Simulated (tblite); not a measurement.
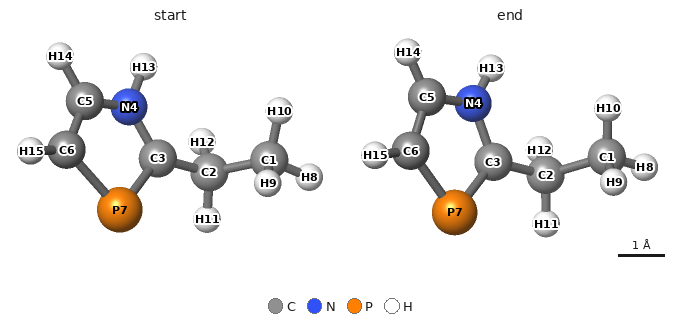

The structure of C$_{5}$H$_{8}$NP before (left) and after (right) a relaxation, at one scale.

A ball-and-stick model, seen at a tilt.

Theory: tblite, GFN2-xTB geometry optimisation, gas phase. 

**What changed between the two?**

The energy falls by 25.7 kcal/mol in 91 geometry steps. The atom that moves furthest after the best rigid fit is H10 (0.26 Å). By element the largest moves are H 0.26 Å, P 0.18 Å, C 0.17 Å, N 0.12 Å. Among the contacts that change: C3–P7 1.832 → 1.726 Å, N4–H13 1.113 → 1.010 Å, C6–P7 1.857 → 1.761 Å, N4–C5 1.296 → 1.355 Å. Among the angles between lasting bonds that change: C5–C6–P7 100.7° → 112.1°, N4–C3–P7 102.5° → 112.4°, C6–C5–H14 117.8° → 127.7°.
